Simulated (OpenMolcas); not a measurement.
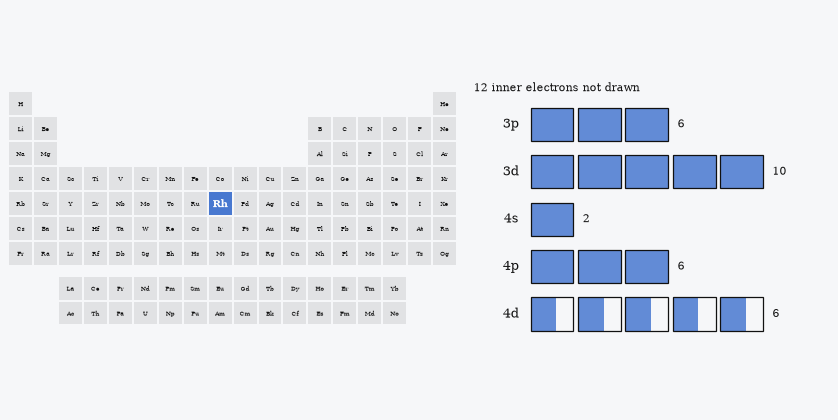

Left, the place of rhodium in the periodic table; right, the outer shells of the leading configuration of the lowest level: a box for each of the 2l + 1 orbitals, shaded by the share of the shell that is filled, with the electron count at the right.

## Multiconfigurational calculation for Rh³⁺ (part 1 of 2)

System: Rh³⁺.
Method: state-averaged CASSCF, active space 6 electrons in the shell 4d, basis ANO-RCC-VQZP, DKH2 scalar Hamiltonian, spin-orbit coupling by RASSI with atomic mean-field integrals (OpenMolcas).

The input:
```
&GATEWAY
Coord
1

Rh 0.0 0.0 0.0
Basis=ANO-RCC-VQZP
Group=XYZ
NoMove
AngMom=0.0 0.0 0.0
AMFI
&SEWARD
&RASSCF
FileOrb=start.orb
Symmetry=1
Spin=5
nActEl=6 0 0
Inactive=9 9
Ras2=5 0
CIRoot=5 5 1
SDav=5
CIMx=300
Iter=120 100
PrWF=0.3
OrbListing=Nothing
MaxOrb=0
Atom
>>> COPY $Project.JobIph JOB001
&RASSCF
FileOrb=start.orb
Symmetry=1
Spin=3
nActEl=6 0 0
Inactive=9 9
Ras2=5 0
CIRoot=45 45 1
SDav=45
CIMx=300
Iter=120 100
PrWF=0.3
OrbListing=Nothing
MaxOrb=0
Atom
>>> COPY $Project.JobIph JOB002
&RASSCF
FileOrb=start.orb
Symmetry=1
Spin=1
nActEl=6 0 0
Inactive=9 9
Ras2=5 0
CIRoot=50 50 1
SDav=50
CIMx=300
Iter=120 100
PrWF=0.3
OrbListing=Nothing
MaxOrb=0
Atom
>>> COPY $Project.JobIph JOB003
&RASSI
NrOfJobIphs=3 5 45 50
1 2 3 4 5
1 2 3 4 5 6 7 8 9 10 11 12 13 14 15 16 17 18 19 20 21 22 23 24 25 26 27
28 29 30 31 32 33 34 35 36 37 38 39 40 41 42 43 44 45
1 2 3 4 5 6 7 8 9 10 11 12 13 14 15 16 17 18 19 20 21 22 23 24 25 26 27
28 29 30 31 32 33 34 35 36 37 38 39 40 41 42 43 44 45 46 47 48 49 50
IphNames
JOB001
JOB002
JOB003
EJob
SpinOrbit
DIPRint=1.0
SOCoupling=1000.0
Subsets=2
MEES
Property=10
'ANGMOM' 1 'ANGMOM' 2 'ANGMOM' 3 'MLTPL  1' 1 'MLTPL  1' 2 'MLTPL  1' 3
'AMFI' 1 'AMFI' 2 'AMFI' 3 'MLTPL  2' 6
SOProperty=3
'ANGMOM' 1 'ANGMOM' 2 'ANGMOM' 3
```

The file start.orb holds starting orbitals from an earlier step. A driver script formed the levels outside the program, from RASSI's spin-orbit matrix and the active-space energies, averaged over the components of each term or state.

Hardware: 1 CPU thread, shared host.

Run as:
```bash
OMP_NUM_THREADS=1 MOLCAS_MEM=1689 MOLCAS_PROJECT=a pymolcas a.inp > a.log  # once for each step of the input, in one work folder
```

The program's output (extracts):
```
--- SEWARD ---
Basis set label: RH.ANO-RCC...8S7P5D3F2G1H.

      Electronic valence basis set:
      ------------------
      Associated Effective Charge  45.000000 au
      Associated Actual Charge     45.000000 au
      Nuclear Model: Point charge

      Shell  nPrim  nBasis  Cartesian Spherical Contaminant
         s      21       8        X
         p      18       7        X
         d      13       5                 X
         f       6       3                 X
         g       4       2                 X
         h       2       1                 X
                  Relativistic Douglas-Kroll-Hess integrals:
                    - DKH order of Hamiltonian: 2
                    - DKH order of Properties : 0
                  Atomic mean-field integrals
--- RASSCF ---
Wave function specifications:
      -----------------------------

      Number of closed shell electrons          36
      Number of electrons in active shells       6
      Max number of holes in RAS1 space          0
      Max nr of electrons in RAS3 space          0
      Number of inactive orbitals               18
      Number of active orbitals                  5
      Number of secondary orbitals              81
      Spin quantum number                      2.0
      State symmetry                             1
Orbital specifications:
      -----------------------

      Symmetry species                           1   2
                                                ag  au
      Frozen orbitals                            0   0
      Inactive orbitals                          9   9
      Active orbitals                            5   0
      RAS1 orbitals                              0   0
      RAS2 orbitals                              5   0
      RAS3 orbitals                              0   0
      Secondary orbitals                        37  44
      Deleted orbitals                           0   0
      Number of basis functions                 51  53
      Number of CSFs                             5
      Number of root(s) required                 5
      Iter CI   SX   CI       RASSCF       Energy    max ROT     max BLB   max BLB  Level Ln srch  Step   QN
          iter iter root      energy       change     param      element    value   shift minimum  type update
 Nr of preliminary CI iterations:   1
      Total energies have been shifted. Add                -4000.00 au
        1   1   10    0  -778.23392853    0.00E+00   1.72E-01*  11  20 1  3.62E-01*  0.00   0.00    SX    NO
        2   1   11    0  -778.52494520   -2.91E-01* -2.52E-02    9  15 2  1.72E-01*  0.00   0.00    SX    NO
        3   1   10    0  -778.54647045   -2.15E-02*  1.91E-02    7  13 2 -5.58E-02*  0.00   0.00    SX    NO
        4   1   10    0  -778.55039959   -3.93E-03*  9.60E-03    9  15 2  3.29E-02*  0.00   0.00    SX    NO
        5   1   10    0  -778.55140483   -1.01E-03*  3.33E-03    9  15 2 -1.63E-02*  0.00   0.66    QN   YES
        6   1    7    0  -778.55177380   -3.69E-04*  7.48E-05    4  24 1  2.51E-04*  0.00   1.02    QN   YES
        7   1    5    0  -778.55177393   -1.30E-07*  2.03E-06    9  17 1 -1.59E-05   0.00   1.01    QN   YES
        8   1    3    0  -778.55177393   -2.23E-10  -2.95E-07    9  17 1 -2.76E-06   0.00   1.16    QN   YES
      Convergence after  8 iterations
        9   1    3    0  -778.55177393   -1.82E-12  -2.95E-07    9  18 1 -2.81E-07   0.00   1.16    QN   YES
      Natural orbitals and occupation numbers for root  1
      sym 1:   1.000000   1.000000   1.000000   2.000000   1.000000
      Natural orbitals and occupation numbers for root  2
      sym 1:   1.000000   2.000000   1.000000   1.000000   1.000000
      Natural orbitals and occupation numbers for root  3
      sym 1:   1.000000   1.000000   2.000000   1.000000   1.000000
::    RASSCF root number  1 Total energy:  -4778.55177393
::    RASSCF root number  2 Total energy:  -4778.55177393
::    RASSCF root number  3 Total energy:  -4778.55177393
::    RASSCF root number  4 Total energy:  -4778.55177393
::    RASSCF root number  5 Total energy:  -4778.55177393
--- RASSCF ---
Wave function specifications:
      -----------------------------

      Number of closed shell electrons          36
      Number of electrons in active shells       6
      Max number of holes in RAS1 space          0
      Max nr of electrons in RAS3 space          0
      Number of inactive orbitals               18
      Number of active orbitals                  5
      Number of secondary orbitals              81
      Spin quantum number                      1.0
      State symmetry                             1
Orbital specifications:
      -----------------------

      Symmetry species                           1   2
                                                ag  au
      Frozen orbitals                            0   0
      Inactive orbitals                          9   9
      Active orbitals                            5   0
      RAS1 orbitals                              0   0
      RAS2 orbitals                              5   0
      RAS3 orbitals                              0   0
      Secondary orbitals                        37  44
      Deleted orbitals                           0   0
      Number of basis functions                 51  53
      Number of CSFs                            45
      Number of root(s) required                45
      Iter CI   SX   CI       RASSCF       Energy    max ROT     max BLB   max BLB  Level Ln srch  Step   QN
          iter iter root      energy       change     param      element    value   shift minimum  type update
 Nr of preliminary CI iterations:   1
      Total energies have been shifted. Add                -4000.00 au
        1   1    6    0  -778.41809782    0.00E+00  -7.40E-03   14  23 1 -1.16E-02*  0.00   0.00    SX    NO
        2   1    9    0  -778.41854406   -4.46E-04*  1.58E-03    7  13 2 -6.45E-03*  0.00   0.00    SX    NO
        3   1    8    0  -778.41857214   -2.81E-05*  8.65E-04    7  13 2  2.38E-03*  0.00   0.00    SX    NO
        4   1    8    0  -778.41857868   -6.54E-06*  4.17E-04    7  13 2 -1.37E-03*  0.00   0.00    SX    NO
        5   1    8    0  -778.41858045   -1.77E-06*  1.44E-04    7  13 2  6.97E-04*  0.00   0.66    QN   YES
        6   1    4    0  -778.41858112   -6.70E-07*  6.96E-07    9  17 1  2.37E-06   0.00   1.00    QN   YES
        7   1    2    0  -778.41858112   -2.73E-12  -6.15E-08    9  17 1  5.49E-07   0.00   0.43    QN   YES
      Convergence after  7 iterations
        8   1    2    0  -778.41858112   -1.55E-11  -6.15E-08    9  18 1  1.21E-07   0.00   0.43    QN   YES
      Natural orbitals and occupation numbers for root  1
      sym 1:   1.367271   1.111611   1.543863   1.014488   0.962767
      Natural orbitals and occupation numbers for root  2
      sym 1:   1.363694   1.073960   0.886717   1.516203   1.159425
      Natural orbitals and occupation numbers for root  3
      sym 1:   0.867609   1.496605   1.354650   1.045833   1.235303
::    RASSCF root number  1 Total energy:  -4778.46367034
::    RASSCF root number  2 Total energy:  -4778.46367034
::    RASSCF root number  3 Total energy:  -4778.46367034
::    RASSCF root number  4 Total energy:  -4778.46367034
::    RASSCF root number  5 Total energy:  -4778.46367034
::    RASSCF root number  6 Total energy:  -4778.46367034
::    RASSCF root number  7 Total energy:  -4778.46367034
::    RASSCF root number  8 Total energy:  -4778.46367034
::    RASSCF root number  9 Total energy:  -4778.46367034
::    RASSCF root number 10 Total energy:  -4778.46367034
::    RASSCF root number 11 Total energy:  -4778.46367034
::    RASSCF root number 12 Total energy:  -4778.45260376
::    RASSCF root number 13 Total energy:  -4778.45260376
::    RASSCF root number 14 Total energy:  -4778.45260376
::    RASSCF root number 15 Total energy:  -4778.45052755
::    RASSCF root number 16 Total energy:  -4778.45052755
::    RASSCF root number 17 Total energy:  -4778.45052755
::    RASSCF root number 18 Total energy:  -4778.45052755
::    RASSCF root number 19 Total energy:  -4778.45052755
::    RASSCF root number 20 Total energy:  -4778.45052755
::    RASSCF root number 21 Total energy:  -4778.45052755
::    RASSCF root number 22 Total energy:  -4778.44189469
::    RASSCF root number 23 Total energy:  -4778.44189469
::    RASSCF root number 24 Total energy:  -4778.44189469
::    RASSCF root number 25 Total energy:  -4778.44189469
::    RASSCF root number 26 Total energy:  -4778.44189469
::    RASSCF root number 27 Total energy:  -4778.44189469
::    RASSCF root number 28 Total energy:  -4778.44189469
::    RASSCF root number 29 Total energy:  -4778.44189469
::    RASSCF root number 30 Total energy:  -4778.44189469
--- RASSCF ---
Wave function specifications:
      -----------------------------

      Number of closed shell electrons          36
      Number of electrons in active shells       6
      Max number of holes in RAS1 space          0
      Max nr of electrons in RAS3 space          0
      Number of inactive orbitals               18
      Number of active orbitals                  5
      Number of secondary orbitals              81
      Spin quantum number                      0.0
      State symmetry                             1
Orbital specifications:
      -----------------------

      Symmetry species                           1   2
                                                ag  au
      Frozen orbitals                            0   0
      Inactive orbitals                          9   9
      Active orbitals                            5   0
      RAS1 orbitals                              0   0
      RAS2 orbitals                              5   0
      RAS3 orbitals                              0   0
      Secondary orbitals                        37  44
      Deleted orbitals                           0   0
      Number of basis functions                 51  53
      Number of CSFs                            50
      Number of root(s) required                50
      Iter CI   SX   CI       RASSCF       Energy    max ROT     max BLB   max BLB  Level Ln srch  Step   QN
          iter iter root      energy       change     param      element    value   shift minimum  type update
 Nr of preliminary CI iterations:   1
      Total energies have been shifted. Add                -4000.00 au
        1   1    6    0  -778.35222660    0.00E+00   2.57E-03   14  19 1  4.04E-03*  0.00   0.00    SX    NO
        2   1    9    0  -778.35233833   -1.12E-04* -5.40E-04    7  13 2 -3.24E-03*  0.00   0.00    SX    NO
        3   1    8    0  -778.35234540   -7.07E-06* -3.02E-04    7  13 2  1.20E-03*  0.00   0.00    SX    NO
        4   1    8    0  -778.35234707   -1.67E-06* -1.47E-04    7  13 2 -6.99E-04*  0.00   0.00    SX    NO
        5   1    7    0  -778.35234753   -4.59E-07* -5.09E-05    7  13 2  3.57E-04*  0.00   0.65    QN   YES
        6   1    3    0  -778.35234770   -1.77E-07* -2.28E-07    9  17 1  1.25E-06   0.00   1.00    QN   YES
        7   1    2    0  -778.35234770   -5.46E-12   2.79E-08    9  17 1  2.33E-07   0.00   1.02    QN   YES
      Convergence after  7 iterations
        8   1    2    0  -778.35234770    8.19E-12   2.79E-08    9  18 1  6.51E-08   0.00   1.02    QN   YES
      Natural orbitals and occupation numbers for root  1
      sym 1:   0.850169   1.022279   1.627645   1.394949   1.104959
      Natural orbitals and occupation numbers for root  2
      sym 1:   0.984848   1.586654   0.897488   1.167739   1.363270
      Natural orbitals and occupation numbers for root  3
      sym 1:   1.075036   0.837968   1.136920   1.302163   1.647913
::    RASSCF root number  1 Total energy:  -4778.41975428
::    RASSCF root number  2 Total energy:  -4778.41975428
::    RASSCF root number  3 Total energy:  -4778.41975428
::    RASSCF root number  4 Total energy:  -4778.41975428
::    RASSCF root number  5 Total energy:  -4778.41975428
::    RASSCF root number  6 Total energy:  -4778.41975428
::    RASSCF root number  7 Total energy:  -4778.41975428
::    RASSCF root number  8 Total energy:  -4778.41975428
::    RASSCF root number  9 Total energy:  -4778.41975428
::    RASSCF root number 10 Total energy:  -4778.41975428
::    RASSCF root number 11 Total energy:  -4778.41975428
::    RASSCF root number 12 Total energy:  -4778.41975428
::    RASSCF root number 13 Total energy:  -4778.41975428
::    RASSCF root number 14 Total energy:  -4778.41173074
::    RASSCF root number 15 Total energy:  -4778.41173074
::    RASSCF root number 16 Total energy:  -4778.41173074
::    RASSCF root number 17 Total energy:  -4778.41173074
::    RASSCF root number 18 Total energy:  -4778.41173074
::    RASSCF root number 19 Total energy:  -4778.41173074
::    RASSCF root number 20 Total energy:  -4778.41173074
::    RASSCF root number 21 Total energy:  -4778.41173074
::    RASSCF root number 22 Total energy:  -4778.41173074
::    RASSCF root number 23 Total energy:  -4778.38917606
::    RASSCF root number 24 Total energy:  -4778.37967388
::    RASSCF root number 25 Total energy:  -4778.37967388
::    RASSCF root number 26 Total energy:  -4778.37967388
::    RASSCF root number 27 Total energy:  -4778.37967388
::    RASSCF root number 28 Total energy:  -4778.37967388
::    RASSCF root number 29 Total energy:  -4778.35463302
::    RASSCF root number 30 Total energy:  -4778.35463302
```

(Continued in part 2.) Outcome of the run: converged.
